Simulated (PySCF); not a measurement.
```xyz
16

F    -2.7167   -0.6567   -1.5006
C    -2.4783   -0.1819   -0.2513
F    -2.9131   -1.1494    0.5939
C    -0.9877   -0.0210   -0.0787
C    -0.4726    1.1716    0.2860
C     0.9055    1.5536    0.5001
C     2.0224    0.8177    0.3761
Si    2.2276   -1.0009   -0.1118
Si   -0.0337   -1.6034   -0.4235
H    -3.0810    0.7221   -0.0946
H    -1.1731    1.9845    0.4477
H     1.0156    2.5899    0.7983
H     2.9532    1.3325    0.5875
H     2.7873   -1.7740    1.0007
H     2.9456   -1.1318   -1.3832
H    -1.0085   -2.6437   -0.7581
```

Geometry: GFN2-xTB.

All numbers below come from PBE0/pcSseg-1, SCF density, gas phase, non-relativistic in PySCF 2.14.0.

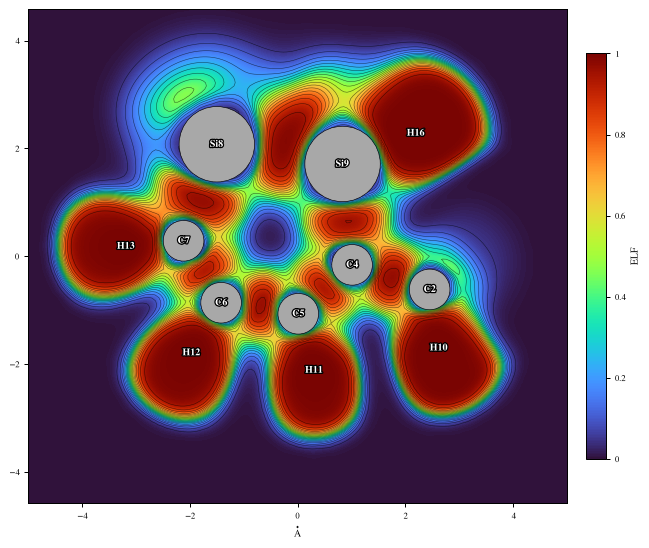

C₅H₇F₂Si₂ (SMILES FC(F)C1=CC=C[SiH2][SiH+]1) (charge +1). Electron localisation function on the plane of atoms C4, Si9 and H16. Grey discs cover the atomic cores.

> Describe what can be read from this map.

Atoms in the plane: C, Si and H. C–C (1.34 Å): the ELF peaks at about 0.95 between the atoms: a multiple bond. C–Si (1.88 Å): the ELF peaks at about 0.95 between the atoms; localised, covalent bonding. Si–Si (2.36 Å): the ELF peaks at about 1 between the atoms, as expected for a covalent bond. C–H (1.08 Å): the ELF climbs to about 1 towards the hydrogen, as it does in any bond to H: an ordinary covalent bond to hydrogen. C–C (1.45 Å): the ELF peaks at about 0.95 between the atoms: localised, covalent bonding.
